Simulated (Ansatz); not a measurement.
# Single-point calculation of C₂H₂BF

The run: single-point calculation of C₂H₂BF, SMILES BC#CF. Method and program: RKS wB97M-V/def2-TZVPP (Ansatz 0.2.0).

The geometry comes from this level: PBE0-D4/def2-TZVP. Figures and captions count atoms from 1; the log counts them from 0 in places.

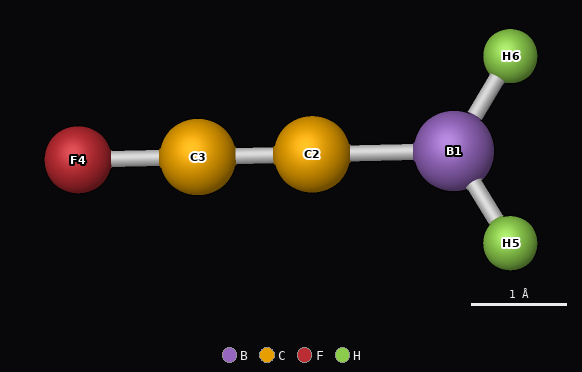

*The structure as given in the input (ball-and-stick view, seen at a tilt; atoms are numbered from 1 in the order of the input).*

Bond lengths as drawn: B–C 1.50 Å, B–H 1.19 Å, C–C 1.21 Å and C–F 1.26 Å.

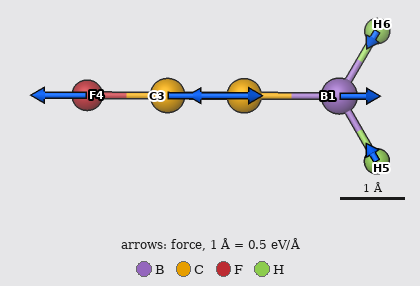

*Forces on the atoms as blue arrows (ball-and-stick view, seen at a tilt; atoms are numbered from 1 in the order of the input).*

The largest act on C3 (0.76 eV/Å); C2 (0.46 eV/Å); F4 (0.45 eV/Å); B1 (0.33 eV/Å). The geometry is not a stationary point of this energy.

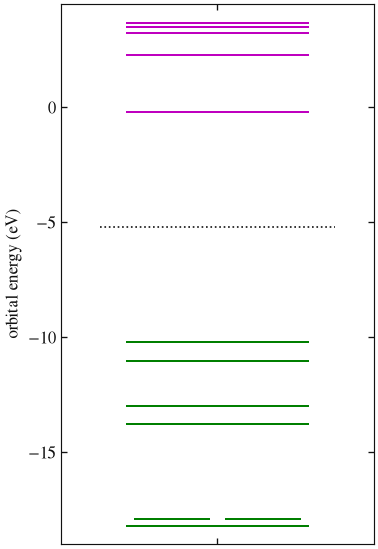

*Orbital energies near the frontier; the dotted line parts filled from empty levels, and levels within 0.02 eV of each other stand side by side.*

Highest filled −10.19 eV, lowest empty −0.20 eV, 9.99 eV apart.

The input that produced these results follows, with the program's output.

Input file
```yaml
crystal:
  periodic: [false, false, false]
  atoms:
    - {symbol: B, position_ang: [-0.662749, 0.885081, -0.325547]}
    - {symbol: C, position_ang: [0.199012, -0.267789, 0.083625]}
    - {symbol: C, position_ang: [0.894168, -1.197395, 0.413298]}
    - {symbol: F, position_ang: [1.622870, -2.170986, 0.758923]}
    - {symbol: H, position_ang: [-1.083052, 0.947419, -1.441167]}
    - {symbol: H, position_ang: [-0.928050, 1.739671, 0.464669]}
basis:
  gaussian: {orbitals: def2-TZVPP}
hamiltonian: {xc: {name: wB97M-V}}
output: {forces: true, orbitals: {seedname: orbitals}}
```

Launched with:
```bash
ansatz run in.yaml --threads 2 --pin off --events-out ev --progress --plain --max-ram 4352MiB
```

What the program printed
```
Functional definition: wB97M-V
  name "wB97M-V"
  cite "Mardirossian & Head-Gordon, J. Chem. Phys. 144, 214110 (2016) doi:10.1063/1.4952647"
  cite "Becke, J. Chem. Phys. 107, 8554 (1997) doi:10.1063/1.475007"
  cite "Vydrov & Van Voorhis, J. Chem. Phys. 133, 244103 (2010) doi:10.1063/1.3521275"
  # Of w^i u^j: cxij and so on, Table III.
  parameter omega = 0.3/bohr
  parameter cx = 0.15
  parameter cx01 = 1.007
  parameter cx10 = 0.259
  parameter css00 = 0.443
  parameter css04 = -1.437
  parameter css10 = -4.535
  parameter css20 = -3.390
  parameter css43 = 4.278
  parameter cos00 = 1.000
  parameter cos10 = 1.358
  parameter cos20 = 2.924
  parameter cos21 = -8.812
  parameter cos60 = -1.390
  parameter cos61 = 9.142
  parameter b = 6.0
  parameter c = 0.01
  gx(w, u) = 1 - cx + cx01*u + cx10*w
  gss(w, u) = css00 + css04*u^4 + css10*w + css20*w^2 + css43*w^4*u^3
  gos(w, u) = cos00 + cos10*w + (cos20 + cos21*u)*w^2 + (cos60 + cos61*u)*w^6
  exchange = spin_sum(e_x_unif_sr(omega)*gx(b97_w, b97_u_x)) + cx*exact_x_sr(omega) + exact_x_lr(omega)
  correlation = spin_sum(e_c_pw_mod_same_spin*gss(b97_w, b97_u_same))
      + integral(e_c_pw_mod_opposite_spin*gos(b97_w_opposite, b97_u_opposite)) + vv10(b, c)
803 factors; their error is unknown
193 factors; integrals over basis functions are off by at most 1.1e-5 eV
mean field evaluation 1: about -5493.4095 eV, gradient 4.0e1 eV
mean field evaluation 2: about -5492.9650 eV, gradient 4.2e1 eV
mean field evaluation 4: about -5496.9061 eV, gradient 1.8e0 eV
mean field evaluation 8: about -5496.9188 eV, gradient 5.6e-2 eV
mean field evaluation 16: about -5496.9215 eV, gradient 7.0e-5 eV
mean field -5496.92151154 eV, -202.0081396017 hartree, gradient 7.0e-5 eV, S^2 0.000000; 0 other end points of the search recorded, 0 dependent functions left out
the calculation of the forces begins
reference -5496.92155424 eV, -202.0081411710 hartree; 14, 14 occupied and 138, 138 virtual orbitals, 803 factors
Total energy: -5496.92155424 eV, -202.0081411710 hartree
Atom 0 at    -0.662749     0.885081    -0.325547 Å, force    -0.192949     0.256387    -0.090810 eV/Å
Atom 1 at     0.199012    -0.267789     0.083625 Å, force     0.263116    -0.352385     0.124497 eV/Å
Atom 2 at     0.894168    -1.197395     0.413298 Å, force    -0.434995     0.584350    -0.206655 eV/Å
Atom 3 at     1.622870    -2.170986     0.758923 Å, force     0.261436    -0.350998     0.124293 eV/Å
Atom 4 at    -1.083052     0.947419    -1.441167 Å, force     0.063008    -0.010925     0.163305 eV/Å
Atom 5 at    -0.928050     1.739671     0.464669 Å, force     0.040383    -0.126429    -0.114631 eV/Å
Dipole moment:     0.072716    -0.097165     0.034466 e Å
```

Results in brief

- outcome: converged
- total energy: −5496.9216 eV
- SCF solution under orbital rotations: stable
- HOMO: −10.19 eV
- LUMO: −0.20 eV
- largest force (length of the vector): 0.757 eV/Å
- dipole moment: 0.61 D
- hardware: 2 threads of Arm Neoverse V1, 23 GiB of memory available, shared host
- wall time: 6 s (CPU time 11 s)
- peak memory: 0.3 GiB
